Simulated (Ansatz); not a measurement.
Hypothetical zinc blende SbAs: pressure series

Start from SbAs in the zinc blende structure (space group F-43m, No. 216; a hypothetical phase, not in the database extracts checked).

```
CELL_PARAMETERS angstrom
      0.00000     3.24406     3.24406
      3.24406     0.00000     3.24406
      3.24406     3.24406     0.00000
ATOMIC_POSITIONS crystal
  Sb 0.75000 0.75000 0.75000
  As 0.00000 0.00000 0.00000
```

Cell and atoms are relaxed at each pressure.

All numbers come from r2SCAN (Ansatz, an electronic-structure program; PAW; 500 eV plane waves; no spin-orbit coupling).

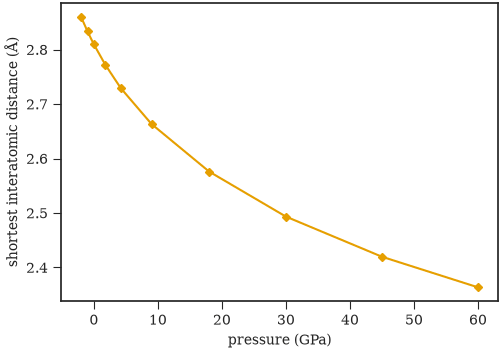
*Shortest interatomic distance against pressure*

| pressure (GPa) | shortest interatomic distance |
|---|---|
| -2 | 2.860 Å |
| -1 | 2.833 Å |
| 1.8 | 2.772 Å |
| 4.2 | 2.729 Å |
| 9 | 2.663 Å |
| 18 | 2.576 Å |
| 30 | 2.493 Å |
| 45 | 2.420 Å |
| 60 | 2.363 Å |

Load acts through the strain it causes; cell and atoms are relaxed under it. Stability against distortions was not tested. Competing high-pressure phases were not computed. All final runs are without spin polarisation.
